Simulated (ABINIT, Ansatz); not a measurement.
# Converging GW for CdS (Greenockite) in ABINIT, part 2 of 2

Wanted: a converged G0W0 gap of CdS (Greenockite), or an estimate of the limit.

ABINIT 10.8.3; PBE and many-body steps on it, plane waves. Known limits of the many-body steps: not at the basis limit; no spin-orbit coupling; coarse k mesh.

So far. Step 3 (Screening, 3×3×2 mesh, 76 bands, screening to 76.2 eV): Local fields lower ε∞ by 5 %. On a Γ-centred mesh this coarse the value itself is usually too large, while a short band sum pulls it down. Step 4 (76 bands, 76.2 eV): The gap on the mesh goes from 1.18 eV to 2.06 eV, a correction of +0.88 eV.

The database entry behind the starting cell differs from later determinations by our own check (about 0.35 % long), so it need not match the best structure at ambient conditions.

### 6. 192 bands, 141.5 eV

This step: G0W0 on PBE, plane waves, norm-conserving pseudopotentials.

Contents of run.abi:

```
acell 3*1.0 Angstrom
rprim 
  4.149999999997 0.000000000001 0.000000000000
  -2.074999999999 3.594005425702 0.000000000000
  0.000000000000 0.000000000000 6.737000000000
ntypat 2
znucl 48 16
natom 4
typat 1 1 2 2
xred 
  0.333333333333 0.666666666667 0.000000000000
  0.666666666667 0.333333333333 0.500000000000
  0.333333333333 0.666666666667 0.375000000000
  0.666666666667 0.333333333333 0.875000000000
pp_dirpath "pseudos"
pseudos "Cd.upf, S.upf"
ecut 47
ngkpt 3 3 2
nshiftk 1
shiftk 0 0 0
kptopt 1
chksymbreak 0
istwfk *1
occopt 1
irdwfk 1
optdriver 4
nband 192
gwcalctyp 0
ecutsigx 47
symsigma 1
nkptgw 1
kptgw 
  0.0000000000 0.0000000000 0.0000000000
bdgw 
  25 28
ecuteps 5.2
irdscr 1
ppmodel 1
indata_prefix "in"
outdata_prefix "out"
tmpdata_prefix "tmp"
```

Started as:

```sh
$ OMP_NUM_THREADS=1 mpirun -n 4 abinit run.abi > log
```

Numbers of over 12 decimals in the logs are rounded to 6 here.

The program printed:

```text
.Version 10.8.3 of ABINIT. v10.8.2 released Aug 2026.

 Symmetries : space group P6_3 m c (#186); Bravais hP (primitive hexag.)
[... echo of the input left out ...]
== DATASET  1 ==================================================================
-   mpi_nproc: 4, omp_nthreads: 1 (-1 if OMP is not activated)

--- !DatasetInfo
iteration_state: {dtset: 1, }
dimensions: {natom: 4, nkpt: 6, mband: 192, nsppol: 1, nspinor: 1, nspden: 1, mpw: 10458, }
cutoff_energies: {ecut:  47.0, pawecutdg:  -1.0, }
electrons: {nelect:   5.20000000E+01, charge:   0.00000000E+00, occopt:   1.00000000E+00, tsmear:   1.00000000E-02, }

 SIGMA: Calculation of the GW corrections

 Based on a program developped by R.W. Godby, V. Olevano, G. Onida, and L. Reining.
 Incorporated in ABINIT by V. Olevano, G.-M. Rignanese, and M. Torrent.
.Using double precision arithmetic ; gwpc =  8

[... cell and pseudopotentials left out ...]
--------------------------------------------------------------------------------

 ==== K-mesh for the wavefunctions ====
 Number of points in the irreducible wedge :     6
[... list of points left out ...]
 Together with 12 symmetry operations and time-reversal symmetry
 yields    18 points in the full Brillouin Zone.

 ==== Q-mesh for screening function ====
 Number of points in the irreducible wedge :     6
[... list of points left out ...]
 Together with 12 symmetry operations and time-reversal symmetry
 yields    18 points in the full Brillouin Zone.

 vcoul_init : cutoff-mode = AUXILIARY_FUNCTION
 q-points for optical limit:   1
     1)      0.000010    0.000020    0.000030
 setmesh: FFT mesh size selected  =    45x   45x   80
          total number of points  =       162000

 Number of electrons calculated from density =   52.0000; Expected =   52.0000
[...]
number of k-points in IBZ                           6
 number of q-points in IBZ                           6
 number of symmetry operations                      12
 number of k-points in BZ                           18
 number of q-points in BZ                           18
 number of frequencies for dSigma/dE                 9
 frequency step for dSigma/dE [eV]                0.25
 number of omega for Sigma on real axis              0
 max omega for Sigma on real axis  [eV]           0.00
 zcut for avoiding poles [eV]                     0.10

 EPSILON^-1 parameters (SCR file):
 dimension of the eps^-1 matrix on file            379
 dimension of the eps^-1 matrix used               379
 number of plane-waves for wavefunctions         10383
 number of bands                                   192
 number of q-points in IBZ                           6
 number of frequencies                               2
 number of real frequencies                          1
 number of imag frequencies                          1

 matrix elements of self-energy operator (all in [eV])

 Perturbative Calculation

--- !SelfEnergy_ee
iteration_state: {dtset: 1, }
kpoint     : [   0.000,    0.000,    0.000, ]
spin       : 1
KS_gap     :    1.175
QP_gap     :    2.018
Delta_QP_KS:    0.843
data: !SigmaeeData |
     Band     E0 <VxcDFT>   SigX SigC(E0)      Z dSigC/dE  Sig(E)    E-E0       E
       25   4.259 -15.271 -18.229   2.263   0.779  -0.284 -15.812  -0.541   3.718
       26   4.259 -15.271 -18.229   2.263   0.779  -0.284 -15.812  -0.541   3.718
       27   5.434 -10.670  -6.577  -3.721   0.812  -0.231 -10.368   0.302   5.736
       28   7.023 -11.014  -6.546  -3.956   0.814  -0.229 -10.598   0.416   7.439

== END DATASET(S) ==============================================================
================================================================================

 -outvars: echo values of variables after computation  --------
           etotal      0.0000000000E+00
            nband         192
             nkpt           6
          spgroup         186
 [... the other variables as echoed above ...]

 Calculation completed.
```

It took 12 s on 4 MPI ranks of Arm Neoverse V1, shared host; peak memory 1.3 GiB; 48 s of CPU time.

Numbers from this step:

```
G0W0 gap on the points computed              : 2.018 eV
starting gap on the mesh                     : 1.175 eV
k of the valence top                         : 0, 0, 0
k of the conduction bottom                   : 0, 0, 0
Z at the valence top                         : 0.779
Z at the conduction bottom                   : 0.812
least direct G0W0 gap on the computed points : 2.018 eV
```

Against G0W0 in ABINIT (3×3×2 mesh, 76 bands, screening to 76.2 eV, Godby-Needs plasmon pole), the gap moves by −0.037 eV.

### 7. Screening, 3×3×2 mesh, 433 bands, screening to 217.7 eV

This step: RPA screening on PBE, plane waves, norm-conserving pseudopotentials.

run.abi, as its differences from that of step 6:

```diff
@@ -25,15 +25,8 @@
 irdwfk 1
-optdriver 4
-nband 192
-gwcalctyp 0
-ecutsigx 47
-symsigma 1
-nkptgw 1
-kptgw 
-  0.0000000000 0.0000000000 0.0000000000
-bdgw 
-  25 28
-ecuteps 5.2
-irdscr 1
-ppmodel 1
+optdriver 3
+nband 433
+ecuteps 8
+inclvkb 2
+awtr 1
+symchi 1
 indata_prefix "in"
```

The program printed:

```text
.Version 10.8.3 of ABINIT. v10.8.2 released Aug 2026.

 Symmetries : space group P6_3 m c (#186); Bravais hP (primitive hexag.)
[... echo of the input left out ...]
== DATASET  1 ==================================================================
-   mpi_nproc: 4, omp_nthreads: 1 (-1 if OMP is not activated)

--- !DatasetInfo
iteration_state: {dtset: 1, }
dimensions: {natom: 4, nkpt: 6, mband: 433, nsppol: 1, nspinor: 1, nspden: 1, mpw: 10458, }
cutoff_energies: {ecut:  47.0, pawecutdg:  -1.0, }
[...]
--------------------------------------------------------------------------------
[... chi0 elements left out ...]
 For q-point:  0.000010 0.000020 0.000030
  dielectric constant =  13.9147
  dielectric constant without local fields =  14.7367

  Average fulfillment of the sum rule on Im[epsilon] for q-point    1 :     83.80  [%]
[... wings left out ...]
  q-point number  2        q = ( 0.333333, 0.000000, 0.000000) [r.l.u.]
--------------------------------------------------------------------------------
[... chi0 elements left out ...]
  Average fulfillment of the sum rule on Im[epsilon] for q-point    2 :     86.21  [%]

 [... 4 further q-points ...]
```

Elapsed: 6.6 min, on 4 MPI ranks; peak memory 3.5 GiB.

This step gave:

```yaml
eps_infinity_with_local_fields_on_this_mesh_along_the_program_s_q_direction: 13.91
the_same_without_local_fields: 14.74
plasma_frequency: 26.71 eV
plane_waves_in_the_screening_matrix: 713
```

### 8. 433 bands, 217.7 eV

This step: G0W0 on PBE, plane waves, norm-conserving pseudopotentials.

run.abi, as its differences from that of step 7:

```diff
@@ -25,8 +25,15 @@
 irdwfk 1
-optdriver 3
+optdriver 4
 nband 433
+gwcalctyp 0
+ecutsigx 47
+symsigma 1
+nkptgw 1
+kptgw 
+  0.0000000000 0.0000000000 0.0000000000
+bdgw 
+  25 28
 ecuteps 8
-inclvkb 2
-awtr 1
-symchi 1
+irdscr 1
+ppmodel 1
 indata_prefix "in"
```

The program printed:

```text
.Version 10.8.3 of ABINIT. v10.8.2 released Aug 2026.

 Symmetries : space group P6_3 m c (#186); Bravais hP (primitive hexag.)
[... echo of the input left out ...]
== DATASET  1 ==================================================================
-   mpi_nproc: 4, omp_nthreads: 1 (-1 if OMP is not activated)

--- !DatasetInfo
iteration_state: {dtset: 1, }
dimensions: {natom: 4, nkpt: 6, mband: 433, nsppol: 1, nspinor: 1, nspden: 1, mpw: 10458, }
cutoff_energies: {ecut:  47.0, pawecutdg:  -1.0, }
[...]
26   4.259 -15.271 -18.229   1.953   0.777  -0.288 -16.051  -0.780   3.479
       27   5.434 -10.670  -6.577  -3.936   0.811  -0.233 -10.543   0.127   5.561
       28   7.023 -11.014  -6.546  -4.184   0.812  -0.231 -10.784   0.230   7.253

== END DATASET(S) ==============================================================
================================================================================

 -outvars: echo values of variables after computation  --------
           etotal      0.0000000000E+00
            nband         433
             nkpt           6
          spgroup         186
 [... the other variables as echoed above ...]

 Calculation completed.
```

It took 66 s on 4 MPI ranks; peak memory 3.6 GiB.

Numbers from this step:

```yaml
g0w0_gap_on_the_points_computed: 2.082 eV
starting_gap_on_the_mesh: 1.175 eV
k_of_the_valence_top: 0, 0, 0
k_of_the_conduction_bottom: 0, 0, 0
least_direct_g0w0_gap_on_the_computed_points: 2.082 eV
```

Against G0W0 in ABINIT (3×3×2 mesh, 192 bands, screening to 141.5 eV, Godby-Needs plasmon pole), the gap moves by +0.064 eV.

### 9. Side by side

Times are wall times on 4 MPI ranks of Arm Neoverse V1, shared host, good to a factor of about two. A run's time includes the screening step that it read.

```tsv
run	mesh	bands	screening cutoff (eV)	DFT gap (eV)	gap on the mesh (eV)	direct (eV)	ε∞ used	time
76 bands, 76.2 eV	3×3×2	76	76.2	1.175	2.055	2.055	13.91	29 s
192 bands, 141.5 eV	3×3×2	192	141.5	1.175	2.018	2.018	13.92	1.8 min
433 bands, 217.7 eV	3×3×2	433	217.7	1.175	2.082	2.082	13.91	7.7 min
```

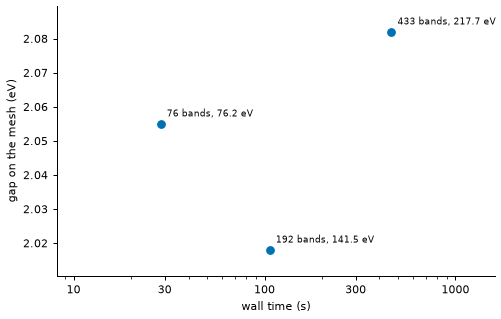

Result against wall time.

### 10. What came out

| Property | Result |
| --- | --- |
| 76 bands, 76.2 eV | 2.055 eV |
| 192 bands, 141.5 eV | 2.018 eV |
| 433 bands, 217.7 eV | 2.082 eV |
| known limits | not at the basis limit; no spin-orbit coupling; coarse k mesh |

In words: From the first rung to the last the gap moves by +0.03 eV for 16 times the time. The gap turns back along the series, so no limit is drawn from it. In the G0W0 runs levels were corrected at 1 k point alone, so a gap called «on the mesh» is the least over those, and an edge elsewhere would be missed. The 3×3×2 mesh is coarse for this cell, which bears on the long-range parts of exchange and screening. The many-body steps are scalar-relativistic: spin-orbit coupling is not in them.

[Paths, hosts, dates, memory and timing lines, banners, echoed tables and standing remarks are left out of the program output.]

[Logs are printed without paths, hosts, clocks, repeated set-up lines and the standing remarks that a program may print on its own settings, such as how far it seeks lower states.]

[Runs of the session that timed out or met a known fault of the program may be left out.]

[Hosts, paths, dates, database ids (printed as entryN), source tags and the programs' standing remarks are cut or masked in the printed files.]

[G0W0 gaps are taken among the corrected bands and points alone; a level outside them can change the order at an edge.]

[Where Ansatz stands beside ABINIT at settings called matched, ABINIT's density can come from a denser mesh and the files from another edition; pairs whose starting gaps differed by over 0.03 eV were left out, so agreement reads better than it is.]
